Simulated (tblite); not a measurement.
# Run report: C5H12ClFSi, geometry relaxation

- system: C5H12ClFSi
- method: GFN2-xTB geometry optimisation, gas phase (tblite 0.8.0)

It belongs to a series of runs on one base structure; here: Si replaced by C.

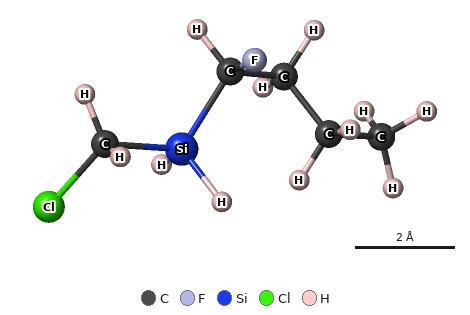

**Figure 1.** The structure as given in the input (ball-and-stick view, seen at a tilt).

## The input
```
{"job": {"kind": "relax", "xc": "GFN2-xTB", "basis": "xTB"}, "charge": 0, "multiplicity": 1}
C     -2.904700     0.378300    -0.418200
C     -1.584100     0.226300     0.272800
C     -0.835700    -0.886000    -0.436800
C      0.494200    -1.080700     0.204200
F      0.392800    -1.446400     1.560600
Si     1.442200     0.502200    -0.001900
C      3.234400     0.310400     0.549300
Cl     4.185600     1.645500    -0.182700
H     -2.844600    -0.039900    -1.448200
H     -3.691600    -0.181900     0.140400
H     -3.188000     1.433600    -0.494700
H     -1.007800     1.165500     0.152600
H     -1.710800     0.032000     1.357600
H     -1.440200    -1.828200    -0.361000
H     -0.716100    -0.561800    -1.508400
H      1.056800    -1.898300    -0.284300
H      0.860000     1.496600     0.919300
H      1.447400     0.959200    -1.390700
H      3.571900    -0.676600     0.224900
H      3.232900     0.461000     1.644800
```

The first line tells a small driver script what to run in tblite; the rest is the geometry in Å.

Run on 1 CPU thread, shared host.

Launched with:
```bash
OMP_NUM_THREADS=1 python <driver script> task.json out
```

## Log
```
step      E/eV     max force
  0    -756.62272    1.800
  1    -756.77866    0.856
  2    -756.86069    0.536
  3    -756.91766    0.512
  4    -756.95416    0.380
  5    -756.98193    0.371
  6    -757.00812    0.404
  7    -757.03178    0.367
  8    -757.05252    0.399
  9    -757.07282    0.331
 10    -757.09348    0.368
 11    -757.11208    0.339
 12    -757.12565    0.226
 13    -757.13346    0.206
 14    -757.13829    0.200
 15    -757.14318    0.196
 16    -757.14901    0.215
 17    -757.15489    0.180
 18    -757.15968    0.159
 19    -757.16328    0.137
 20    -757.16649    0.125
 21    -757.17006    0.133
 22    -757.17384    0.142
 23    -757.17765    0.160
 24    -757.18191    0.166
 25    -757.18704    0.176
 26    -757.19246    0.191
 27    -757.19756    0.170
 28    -757.20253    0.128
 29    -757.20812    0.181
 30    -757.21449    0.192
 31    -757.22040    0.168
 32    -757.22497    0.144
 33    -757.22935    0.140
 34    -757.23400    0.154
 35    -757.23807    0.134
 36    -757.24042    0.177
 37    -757.24253    0.149
 38    -757.24472    0.109
 39    -757.24855    0.101
 40    -757.25007    0.092
 41    -757.25185    0.072
 42    -757.25277    0.077
 43    -757.25395    0.073
 44    -757.25502    0.080
 45    -757.25595    0.058
 46    -757.25662    0.050
 47    -757.25720    0.045
 48    -757.25779    0.063
 49    -757.25835    0.059
 50    -757.25875    0.035
 51    -757.25903    0.034
 52    -757.25928    0.047
 53    -757.25960    0.061
 54    -757.25993    0.053
 55    -757.26022    0.032
 56    -757.26044    0.034
 57    -757.26065    0.030
 58    -757.26090    0.035
 59    -757.26118    0.042
 60    -757.26143    0.034
 61    -757.26163    0.034
 62    -757.26182    0.031
 63    -757.26203    0.044
 64    -757.26228    0.045
 65    -757.26250    0.026
 66    -757.26262    0.020
 67    -757.26269    0.018
 68    -757.26277    0.022
 69    -757.26289    0.033
 70    -757.26303    0.035
 71    -757.26314    0.021
 72    -757.26321    0.017
 73    -757.26326    0.019
 74    -757.26334    0.024
 75    -757.26345    0.028
 76    -757.26357    0.021
 77    -757.26367    0.020
 78    -757.26375    0.018
 79    -757.26383    0.021
 80    -757.26390    0.023
 81    -757.26396    0.019
 82    -757.26403    0.017
 83    -757.26409    0.021
 84    -757.26416    0.018
 85    -757.26422    0.015
 86    -757.26426    0.013
 87    -757.26430    0.015
 88    -757.26434    0.018
 89    -757.26439    0.014
 90    -757.26443    0.014
 91    -757.26446    0.015
 92    -757.26449    0.015
 93    -757.26453    0.016
 94    -757.26458    0.013
 95    -757.26460    0.010
```

## Trajectory as extended XYZ (Å, eV, eV/Å), 11 of the 96 frames kept, from step=0 to step=95
```
20
Properties=species:S:1:pos:R:3:forces:R:3 step=0 energy=-756.62272
C    -2.9047    0.3783   -0.4182   -1.4610  -0.1800  -0.3420
C    -1.5841    0.2263    0.2728    0.3000   0.4770   0.2010
C    -0.8357   -0.8860   -0.4368   -0.8610  -0.6090  -0.0880
C     0.4942   -1.0807    0.2042    0.7500  -1.0860  -0.0430
F     0.3928   -1.4464    1.5606   -0.0970   0.1310  -0.6440
Si    1.4422    0.5022   -0.0019    0.4800   1.7240   0.1920
C     3.2344    0.3104    0.5493   -0.3560   0.1460   0.3710
Cl    4.1856    1.6455   -0.1827   -0.0550  -0.5260   0.2180
H    -2.8446   -0.0399   -1.4482   -0.2160   0.3880   0.6930
H    -3.6916   -0.1819    0.1404    0.4180   0.4930  -0.5920
H    -3.1880    1.4336   -0.4947   -0.1710  -0.3410   0.0680
H    -1.0078    1.1655    0.1526   -0.4080  -0.5010   0.1310
H    -1.7108    0.0320    1.3576    0.1820   0.0220  -0.6390
H    -1.4402   -1.8282   -0.3610    0.3850   0.6720  -0.3110
H    -0.7161   -0.5618   -1.5084    0.0350  -0.6900   0.9650
H     1.0568   -1.8983   -0.2843   -0.2760  -0.1090   0.2480
H     0.8600    1.4966    0.9193    0.2630   0.0320  -0.1060
H     1.4474    0.9592   -1.3907   -0.1240  -0.0860  -0.0520
H     3.5719   -0.6766    0.2249    0.6360   0.4280   0.3330
H     3.2329    0.4610    1.6448    0.5750  -0.3860  -0.6030
20
Properties=species:S:1:pos:R:3:forces:R:3 step=10 energy=-757.09348
C    -3.0222    0.3924   -0.4287    0.1260   0.0160   0.0410
C    -1.6472    0.2163    0.2265   -0.1280  -0.0830  -0.1680
C    -0.8687   -0.9276   -0.4367    0.1370   0.1120   0.2750
C     0.5198   -1.0813    0.1786    0.1030   0.3500  -0.0470
F     0.4471   -1.4206    1.5292   -0.1550   0.0040  -0.0930
Si    1.4869    0.5926    0.0314    0.1290  -0.1500  -0.0230
C     3.2942    0.3083    0.5930    0.0300   0.0180  -0.1310
Cl    4.2795    1.6079   -0.1470   -0.0200  -0.0470   0.1350
H    -2.9749    0.0416   -1.4551   -0.0770   0.0130  -0.0720
H    -3.7945   -0.1611    0.0904   -0.0400  -0.1570   0.0450
H    -3.3207    1.4355   -0.4489    0.0040   0.0630   0.0800
H    -1.0841    1.1455    0.1123   -0.0640  -0.1170  -0.0570
H    -1.7342    0.0165    1.3022   -0.0470   0.0220  -0.2600
H    -1.4344   -1.8567   -0.3358   -0.0010   0.0130  -0.0260
H    -0.7038   -0.7195   -1.5041   -0.1850  -0.0680   0.2720
H     1.0379   -1.9287   -0.2880    0.0240   0.0650  -0.0180
H     0.9471    1.6209    0.9341    0.1250  -0.0930  -0.0850
H     1.4071    0.9749   -1.3926    0.0900  -0.0180   0.2260
H     3.7430   -0.6277    0.2666   -0.0700  -0.0010  -0.0350
H     3.4170    0.3814    1.6724    0.0180   0.0580  -0.0600
20
Properties=species:S:1:pos:R:3:forces:R:3 step=19 energy=-757.16328
C    -3.0793    0.3795   -0.4472    0.0390  -0.0110   0.0340
C    -1.6966    0.2097    0.1844    0.0100  -0.0460  -0.0470
C    -0.8849   -0.9363   -0.4144    0.0540   0.0060  -0.0010
C     0.5167   -1.0333    0.1846    0.0090   0.1130  -0.0240
F     0.4094   -1.4004    1.5252    0.0650   0.0200  -0.0420
Si    1.5449    0.5993    0.0502    0.0060  -0.0650  -0.0100
C     3.3578    0.2922    0.5864   -0.0210   0.0220  -0.0140
Cl    4.3516    1.6150   -0.0917   -0.0090  -0.0430  -0.0150
H    -3.0814    0.1024   -1.4991    0.0950   0.0310   0.0080
H    -3.8191   -0.2298    0.0625   -0.0290  -0.0640  -0.0150
H    -3.3803    1.4208   -0.3711   -0.1140  -0.0240   0.0150
H    -1.1281    1.1305    0.0354   -0.0350  -0.0250   0.0530
H    -1.8079    0.0356    1.2569    0.0670   0.1120  -0.0400
H    -1.4009   -1.8869   -0.2595   -0.0530   0.0260   0.0090
H    -0.7701   -0.7782   -1.4878   -0.0090  -0.0330  -0.0300
H     1.0535   -1.8643   -0.2983   -0.0570   0.0230   0.0870
H     1.0461    1.6474    0.9397   -0.0120  -0.0060   0.0200
H     1.4786    0.9930   -1.3613    0.0660  -0.0070   0.0350
H     3.7953   -0.6429    0.2407   -0.0300   0.0540  -0.0350
H     3.4895    0.3575    1.6641   -0.0420  -0.0820   0.0110
20
Properties=species:S:1:pos:R:3:forces:R:3 step=28 energy=-757.20253
C    -3.1115    0.3473   -0.4497    0.1000   0.0010   0.0320
C    -1.7160    0.2461    0.1664    0.0770  -0.0950  -0.0320
C    -0.9041   -0.9211   -0.3972    0.1010  -0.0430  -0.0050
C     0.5085   -0.9881    0.1835    0.0240   0.0690  -0.0030
F     0.4188   -1.3210    1.5369    0.0350   0.0000  -0.0460
Si    1.5679    0.6241    0.0515   -0.0200  -0.0740  -0.0270
C     3.3692    0.2670    0.5777   -0.0120  -0.0270  -0.0250
Cl    4.3852    1.5968   -0.0524   -0.0290  -0.0200   0.0970
H    -3.0524    0.1738   -1.5230   -0.0630   0.0460   0.0310
H    -3.7978   -0.3786   -0.0157    0.1130  -0.0240  -0.0550
H    -3.5238    1.3404   -0.2813   -0.0040  -0.0540   0.0010
H    -1.1582    1.1663   -0.0323   -0.1070  -0.0250  -0.0160
H    -1.7896    0.1242    1.2493   -0.0180   0.0650  -0.0410
H    -1.4095   -1.8684   -0.1917   -0.0570   0.0360   0.0940
H    -0.8177   -0.8380   -1.4825    0.0370   0.1110   0.0080
H     1.0505   -1.8279   -0.2779   -0.0990   0.0140   0.0590
H     1.0802    1.6460    0.9741   -0.0440   0.0390  -0.0310
H     1.6204    1.0127   -1.3566   -0.1070   0.0440  -0.0430
H     3.7858   -0.6467    0.1617   -0.0100  -0.0400   0.0450
H     3.4890    0.2557    1.6588    0.0840  -0.0240  -0.0430
20
Properties=species:S:1:pos:R:3:forces:R:3 step=38 energy=-757.24472
C    -3.1134    0.3003   -0.4604    0.0090   0.0380   0.0360
C    -1.7156    0.2934    0.1439    0.0870  -0.0260  -0.0100
C    -0.9004   -0.8868   -0.3680    0.0820  -0.0720  -0.0040
C     0.5148   -0.9535    0.1924    0.0430  -0.0230   0.0440
F     0.4542   -1.2393    1.5593   -0.0380  -0.0090  -0.0050
Si    1.5860    0.6394    0.0299   -0.0270  -0.0320   0.0190
C     3.3704    0.2141    0.5685   -0.0030  -0.0010  -0.0090
Cl    4.4027    1.5724    0.0426    0.0470  -0.0080   0.0100
H    -3.0564    0.2735   -1.5481   -0.0160  -0.0200   0.0620
H    -3.6889   -0.5579   -0.1169    0.0300   0.0380  -0.0510
H    -3.6334    1.2079   -0.1691   -0.0950   0.0000   0.0150
H    -1.2024    1.2201   -0.1181   -0.0010   0.0350  -0.0200
H    -1.7721    0.2362    1.2323   -0.0430   0.0300  -0.0140
H    -1.4209   -1.8118   -0.1052   -0.0020  -0.0230  -0.0330
H    -0.8203   -0.8370   -1.4557    0.0010  -0.0050   0.0010
H     1.0194   -1.8274   -0.2447    0.0020   0.0570   0.0130
H     1.0748    1.6606    0.9419    0.0270   0.0270  -0.0060
H     1.6178    1.0645   -1.3705   -0.0370  -0.0170  -0.0040
H     3.7682   -0.6843    0.1020    0.0200   0.0130  -0.0420
H     3.5102    0.1263    1.6436   -0.0880  -0.0030  -0.0030
20
Properties=species:S:1:pos:R:3:forces:R:3 step=48 energy=-757.25779
C    -3.1182    0.2848   -0.4589    0.0010  -0.0030   0.0070
C    -1.7109    0.3182    0.1260    0.0140  -0.0100  -0.0110
C    -0.8917   -0.8761   -0.3553    0.0110  -0.0110  -0.0120
C     0.5180   -0.9363    0.2176    0.0070   0.0000   0.0150
F     0.4447   -1.2161    1.5834   -0.0100   0.0150   0.0090
Si    1.5888    0.6515    0.0252   -0.0380   0.0420  -0.0210
C     3.3686    0.1945    0.5450   -0.0260  -0.0230   0.0280
Cl    4.4469    1.5470    0.1165    0.0310   0.0540  -0.0100
H    -3.0788    0.3354   -1.5454   -0.0010  -0.0200   0.0150
H    -3.6233   -0.6355   -0.1746   -0.0160   0.0000  -0.0120
H    -3.7107    1.1230   -0.1010    0.0320   0.0120   0.0230
H    -1.2128    1.2423   -0.1749    0.0020   0.0040   0.0010
H    -1.7614    0.3018    1.2163   -0.0020  -0.0080  -0.0180
H    -1.4175   -1.7960   -0.0828    0.0090   0.0050  -0.0120
H    -0.8031   -0.8471   -1.4428   -0.0030   0.0040  -0.0080
H     1.0316   -1.8076   -0.2120   -0.0110   0.0040   0.0100
H     1.1073    1.6956    0.9294    0.0210  -0.0060  -0.0130
H     1.5867    1.0624   -1.3802   -0.0120  -0.0160  -0.0020
H     3.7683   -0.6870    0.0491   -0.0170  -0.0140  -0.0270
H     3.4625    0.0557    1.6189    0.0080  -0.0290   0.0380
20
Properties=species:S:1:pos:R:3:forces:R:3 step=57 energy=-757.26065
C    -3.1157    0.2837   -0.4533    0.0140  -0.0060   0.0000
C    -1.7044    0.3128    0.1200    0.0010  -0.0060  -0.0030
C    -0.8843   -0.8788   -0.3640    0.0040   0.0030   0.0020
C     0.5181   -0.9319    0.2260    0.0030   0.0020   0.0050
F     0.4298   -1.2023    1.5920   -0.0090   0.0160   0.0160
Si    1.5812    0.6600    0.0225   -0.0120   0.0160  -0.0080
C     3.3583    0.1959    0.5453   -0.0090  -0.0240  -0.0020
Cl    4.4495    1.5480    0.1418    0.0050   0.0260  -0.0020
H    -3.0816    0.3350   -1.5395   -0.0220   0.0210   0.0010
H    -3.6247   -0.6357   -0.1732   -0.0080   0.0060   0.0230
H    -3.6942    1.1258   -0.0814   -0.0050  -0.0110  -0.0250
H    -1.2104    1.2387   -0.1835    0.0070  -0.0090   0.0140
H    -1.7494    0.2950    1.2103    0.0090  -0.0040  -0.0070
H    -1.4110   -1.8002   -0.0996    0.0070  -0.0020  -0.0120
H    -0.7850   -0.8444   -1.4506   -0.0070   0.0020   0.0020
H     1.0390   -1.8039   -0.1914    0.0080  -0.0110   0.0020
H     1.1222    1.7162    0.9225   -0.0160   0.0020  -0.0170
H     1.5577    1.0424   -1.3914    0.0160   0.0070   0.0170
H     3.7478   -0.6793    0.0306    0.0180  -0.0140  -0.0180
H     3.4520    0.0337    1.6167   -0.0060  -0.0140   0.0110
20
Properties=species:S:1:pos:R:3:forces:R:3 step=66 energy=-757.26262
C    -3.1162    0.2822   -0.4483   -0.0030  -0.0050  -0.0010
C    -1.7005    0.3074    0.1144   -0.0080   0.0000   0.0010
C    -0.8783   -0.8814   -0.3721    0.0000   0.0030   0.0010
C     0.5171   -0.9237    0.2339    0.0050  -0.0020   0.0060
F     0.4107   -1.1672    1.6043   -0.0060   0.0040   0.0090
Si    1.5793    0.6665    0.0202    0.0010   0.0080  -0.0150
C     3.3526    0.1855    0.5402   -0.0050  -0.0030   0.0000
Cl    4.4386    1.5528    0.1722    0.0120   0.0050   0.0120
H    -3.0975    0.3385   -1.5347    0.0110  -0.0010   0.0050
H    -3.6238   -0.6370   -0.1639   -0.0050   0.0090   0.0120
H    -3.6923    1.1239   -0.0713    0.0090  -0.0110  -0.0020
H    -1.2041    1.2326   -0.1873   -0.0140   0.0000   0.0010
H    -1.7368    0.2857    1.2049   -0.0140   0.0050   0.0000
H    -1.4003   -1.8073   -0.1151   -0.0130   0.0060  -0.0030
H    -0.7733   -0.8416   -1.4576    0.0130  -0.0040  -0.0020
H     1.0476   -1.8018   -0.1579   -0.0050  -0.0110  -0.0090
H     1.1154    1.7347    0.9037    0.0080  -0.0170  -0.0060
H     1.5683    1.0431   -1.3948    0.0050   0.0050   0.0000
H     3.7446   -0.6752    0.0018    0.0090   0.0070  -0.0090
H     3.4439   -0.0070    1.6071    0.0000   0.0030   0.0000
20
Properties=species:S:1:pos:R:3:forces:R:3 step=76 energy=-757.26357
C    -3.1207    0.2769   -0.4455   -0.0040   0.0070  -0.0030
C    -1.7032    0.3069    0.1125   -0.0170   0.0000  -0.0020
C    -0.8767   -0.8796   -0.3737   -0.0010   0.0120   0.0000
C     0.5158   -0.9209    0.2388    0.0090   0.0060   0.0090
F     0.4024   -1.1425    1.6121   -0.0020   0.0020   0.0200
Si    1.5851    0.6642    0.0104   -0.0030   0.0160  -0.0100
C     3.3576    0.1827    0.5333   -0.0170  -0.0120  -0.0020
Cl    4.4453    1.5593    0.2088    0.0010   0.0070   0.0060
H    -3.1061    0.3325   -1.5318    0.0090  -0.0140  -0.0040
H    -3.6294   -0.6402   -0.1558    0.0100   0.0090   0.0030
H    -3.6932    1.1204   -0.0681   -0.0090  -0.0020   0.0010
H    -1.2139    1.2358   -0.1904    0.0000  -0.0170   0.0050
H    -1.7404    0.2860    1.2031    0.0050   0.0010  -0.0060
H    -1.4021   -1.8057   -0.1238    0.0020   0.0060   0.0050
H    -0.7606   -0.8387   -1.4580   -0.0140   0.0090  -0.0110
H     1.0423   -1.8083   -0.1365    0.0040  -0.0060  -0.0170
H     1.1211    1.7329    0.8927    0.0050  -0.0090   0.0000
H     1.5777    1.0469   -1.4034   -0.0020  -0.0140   0.0050
H     3.7566   -0.6641   -0.0215    0.0140   0.0010  -0.0030
H     3.4374   -0.0340    1.5965    0.0090  -0.0020   0.0030
20
Properties=species:S:1:pos:R:3:forces:R:3 step=86 energy=-757.26426
C    -3.1245    0.2726   -0.4444   -0.0020   0.0020   0.0010
C    -1.7074    0.3103    0.1138   -0.0060  -0.0020   0.0000
C    -0.8776   -0.8730   -0.3739    0.0000   0.0030   0.0010
C     0.5144   -0.9151    0.2409   -0.0010  -0.0050   0.0020
F     0.3979   -1.1225    1.6165   -0.0010  -0.0070   0.0060
Si    1.5921    0.6619    0.0023   -0.0030  -0.0040   0.0030
C     3.3633    0.1775    0.5282   -0.0020   0.0010  -0.0030
Cl    4.4443    1.5695    0.2468   -0.0010   0.0100   0.0010
H    -3.1077    0.3150   -1.5313   -0.0020  -0.0050   0.0000
H    -3.6306   -0.6423   -0.1442    0.0070  -0.0040  -0.0030
H    -3.7015    1.1170   -0.0761    0.0030   0.0090  -0.0040
H    -1.2195    1.2394   -0.1904   -0.0090  -0.0030   0.0090
H    -1.7439    0.2888    1.2042    0.0040   0.0080   0.0000
H    -1.4010   -1.8009   -0.1269   -0.0030   0.0060   0.0000
H    -0.7628   -0.8266   -1.4583    0.0010  -0.0070   0.0000
H     1.0357   -1.8090   -0.1262    0.0070  -0.0030  -0.0100
H     1.1304    1.7279    0.8880    0.0040   0.0110  -0.0040
H     1.5805    1.0341   -1.4138    0.0050   0.0000   0.0020
H     3.7764   -0.6518   -0.0424   -0.0030  -0.0030  -0.0020
H     3.4362   -0.0621    1.5870    0.0010  -0.0070   0.0010
20
Properties=species:S:1:pos:R:3:forces:R:3 step=95 energy=-757.26460
C    -3.1253    0.2707   -0.4444   -0.0030  -0.0010   0.0030
C    -1.7090    0.3131    0.1157   -0.0050   0.0020  -0.0040
C    -0.8782   -0.8697   -0.3724   -0.0040   0.0020   0.0020
C     0.5134   -0.9151    0.2429   -0.0020   0.0010  -0.0010
F     0.3960   -1.1263    1.6176    0.0040  -0.0030   0.0030
Si    1.5939    0.6597    0.0022   -0.0010   0.0000   0.0000
C     3.3652    0.1750    0.5267   -0.0040   0.0000  -0.0010
Cl    4.4360    1.5789    0.2669    0.0060   0.0070   0.0000
H    -3.1071    0.3001   -1.5320    0.0020   0.0010   0.0090
H    -3.6307   -0.6414   -0.1350   -0.0030   0.0010  -0.0020
H    -3.7026    1.1196   -0.0867    0.0030  -0.0010  -0.0040
H    -1.2249    1.2443   -0.1869    0.0070  -0.0050  -0.0050
H    -1.7457    0.2925    1.2063   -0.0010  -0.0010  -0.0070
H    -1.4044   -1.7964   -0.1268    0.0030  -0.0010   0.0050
H    -0.7627   -0.8242   -1.4569    0.0000   0.0030   0.0030
H     1.0345   -1.8082   -0.1274   -0.0010  -0.0030  -0.0040
H     1.1391    1.7358    0.8791   -0.0030   0.0020   0.0010
H     1.5850    1.0255   -1.4156    0.0020   0.0010  -0.0010
H     3.7842   -0.6434   -0.0553   -0.0020   0.0000  -0.0030
H     3.4382   -0.0798    1.5818    0.0000  -0.0040   0.0050
```

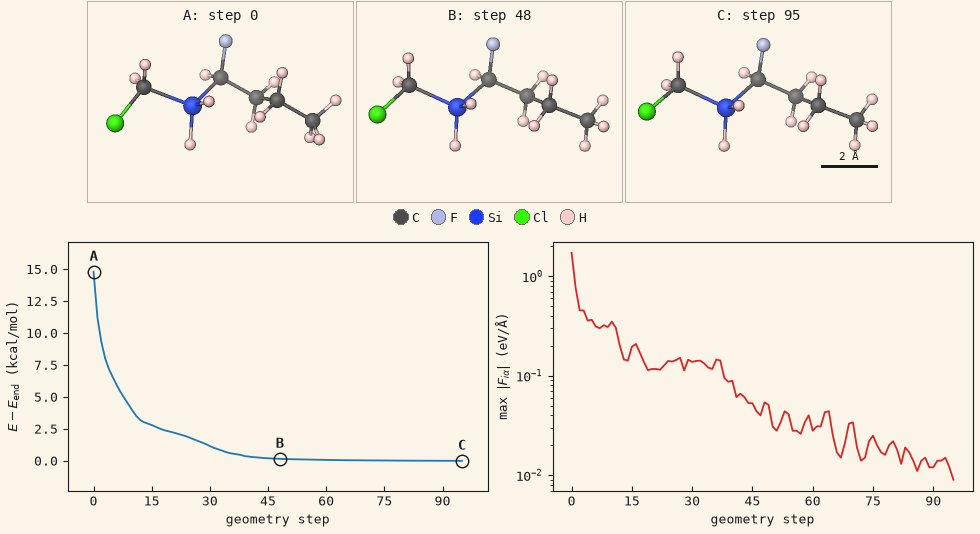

**Figure 2.** Frames of the relaxation (ball-and-stick view, seen at a tilt) above the curves, on which the letters mark them (steps are counted from 0).

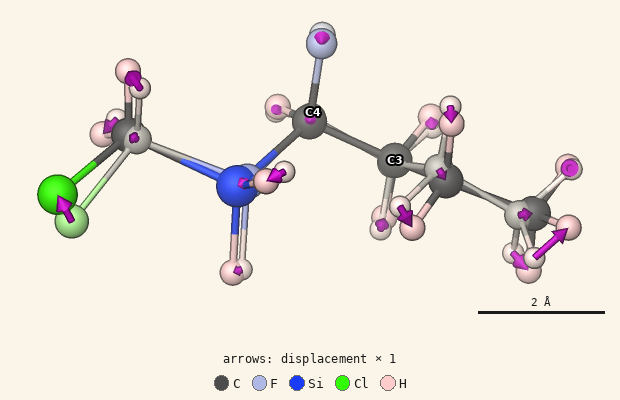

**Figure 3.** Start (faint) and end (solid) with the displacements as pink arrows, at true length (ball-and-stick view, seen at a tilt). The two geometries are laid on each other by the best rigid fit. The atom that moves furthest after the best rigid fit is H11 (0.73 Å). Largest moves by element: H 0.73 Å, Cl 0.52 Å, F 0.32 Å, C 0.25 Å, Si 0.22 Å. Distances before and after: C4–Si6 1.857 → 1.925 Å, C3–H15 1.126 → 1.092 Å, C3–C4 1.489 → 1.522 Å, C1–H10 1.116 → 1.088 Å. Among the angles that change: C3–C4–Si6 107.3° → 116.0°, Si6–C7–H20 105.9° → 112.8°, Cl8–C7–H19 112.8° → 106.4°. After 95 geometry steps the energy has fallen by 14.8 kcal/mol. The largest force component goes from 1.7 to 0.009 eV/Å. (Atoms are counted from 1 in the order of the input.)

## Key numbers

```csv
quantity,value
outcome,converged
total energy,−757.2646 eV
wall time,1.3 s
peak memory,0.18 GiB
```
